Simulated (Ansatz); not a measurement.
Single-point calculation, with input and output: AlNH5O (charge +1)

The run: single-point calculation of AlNH5O, charge +1, SMILES [NH2][AlH][OH2+]. Method and program: RKS r2SCAN-D4/def2-TZVPP (Ansatz 0.2.0).

The geometry is a randomly displaced structure. Figures and captions count atoms from 1; the log counts them from 0 in places.

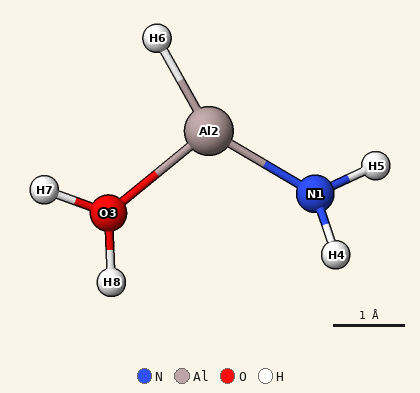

Fig. 1: The input geometry (ball-and-stick view, seen on its broad side; atoms are numbered from 1 in the order of the input). Sticks mark near contacts. Bond lengths as drawn: Al–H 1.50 Å, Al–N 1.74 Å, Al–O 1.84 Å, H–N 1.02 to 1.03 Å and H–O 0.98 Å.

Summary

```tsv
quantity	value
outcome	converged
total energy	−10209.4600 eV
mean-field energy	−10209.4403 eV
dispersion energy	−0.0197 eV
SCF solution under orbital rotations	stable
largest force (length of the vector)	1.125 eV/Å
hardware	4 CPU threads, shared host
wall time	1 s (CPU time 3.1 s)
peak memory	0.2 GiB
```

The input
```yaml
crystal:
  periodic: [false, false, false]
  atoms:
    - {symbol: N, position_ang: [-1.064100, 0.643100, -0.923500]}
    - {symbol: Al, position_ang: [0.109700, 0.638100, 0.366600]}
    - {symbol: O, position_ang: [0.813100, -1.045700, 0.589200]}
    - {symbol: H, position_ang: [-1.079000, 0.114700, -1.793300]}
    - {symbol: H, position_ang: [-1.782800, 1.369100, -1.022000]}
    - {symbol: H, position_ang: [0.877000, 1.377400, 1.417200]}
    - {symbol: H, position_ang: [1.556300, -1.210300, 1.203900]}
    - {symbol: H, position_ang: [0.485700, -1.864400, 0.160500]}
basis:
  gaussian: {orbitals: def2-TZVPP}
total_charge: 1
hamiltonian: {xc: r2scan, dispersion: d4}
output: {forces: true}
```

Output
```
Functional definition: r2SCAN
  name "r2SCAN"
  cite "Furness, Kaplan, Ning, Perdew & Sun, J. Phys. Chem. Lett. 11, 8208 (2020) doi:10.1021/acs.jpclett.0c02405"
  cite "Furness, Kaplan, Ning, Perdew & Sun, J. Phys. Chem. Lett. 11, 9248 (2020) doi:10.1021/acs.jpclett.0c03077"
  parent r2scan
  parameter k0 = 0.174
  parameter k1 = 0.065
  parameter a1 = 4.9479
  exchange = r2scan_x(k0 = k0, k1 = k1, a1 = a1)
  correlation = r2scan_c
870 factors; their error is unknown
mean field evaluation 1: about -10185.1134 eV, gradient 1.2e2 eV
mean field evaluation 2: about -10119.8911 eV, gradient 1.8e2 eV
mean field evaluation 4: about -10208.5952 eV, gradient 2.2e1 eV
mean field evaluation 8: about -10209.4484 eV, gradient 1.3e-1 eV
mean field evaluation 16: about -10209.4403 eV, gradient 1.7e-4 eV
mean field -10209.44033707 eV, -375.1900121803 hartree, gradient 2.6e-5 eV, S^2 0.000000; 0 other end points of the search recorded, 0 dependent functions left out
the calculation of the forces begins
reference -10209.44034936 eV, -375.1900126317 hartree; 16, 16 occupied and 158, 158 virtual orbitals, 870 factors
Total energy: -10209.46002576 eV, -375.1907357261 hartree
Atom 0 at    -1.064100     0.643100    -0.923500 Å, force    -0.328165     0.390370    -0.199982 eV/Å
Atom 1 at     0.109700     0.638100     0.366600 Å, force    -0.645468    -0.190876    -0.901990 eV/Å
Atom 2 at     0.813100    -1.045700     0.589200 Å, force     0.093687    -0.695882    -0.143737 eV/Å
Atom 3 at    -1.079000     0.114700    -1.793300 Å, force     0.114726    -0.006526     0.407887 eV/Å
Atom 4 at    -1.782800     1.369100    -1.022000 Å, force     0.484071    -0.351266     0.175784 eV/Å
Atom 5 at     0.877000     1.377400     1.417200 Å, force     0.295681     0.675668     0.641885 eV/Å
Atom 6 at     1.556300    -1.210300     1.203900 Å, force    -0.401674    -0.171628    -0.371221 eV/Å
Atom 7 at     0.485700    -1.864400     0.160500 Å, force     0.387142     0.350141     0.391373 eV/Å
Dipole moment:     0.325651    -0.587879     0.146752 e Å
```

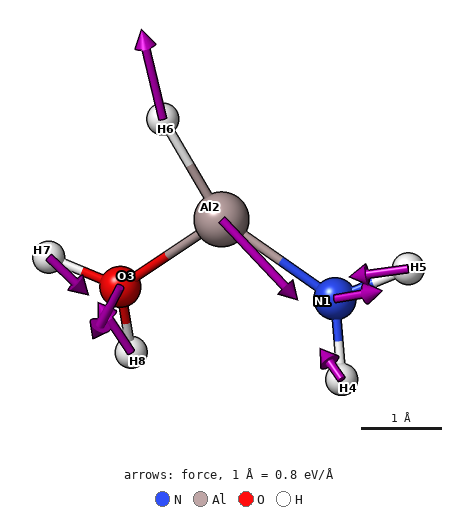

Fig. 2: Forces on the atoms as pink arrows (ball-and-stick view, seen at a tilt; atoms are numbered from 1 in the order of the input). The largest act on Al2 (1.13 eV/Å); H6 (0.98 eV/Å); O3 (0.72 eV/Å); H8 (0.65 eV/Å), among others. The geometry is not a stationary point of this energy.

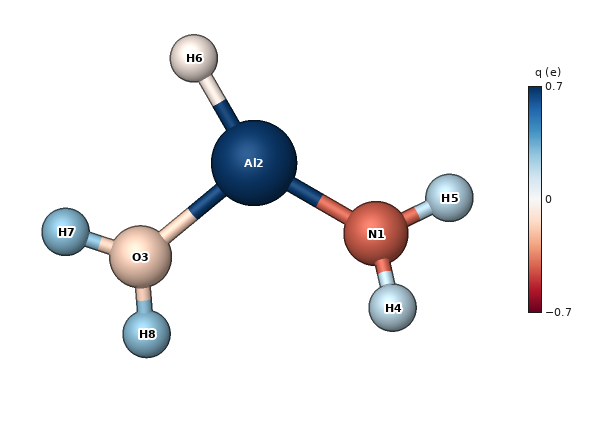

Fig. 3: Mulliken charges, as the colour of each atom (ball-and-stick view, seen on its broad side; atoms are numbered from 1 in the order of the input). By element: N −0.41, Al +0.67, O −0.16 and H −0.06 to +0.29 e.
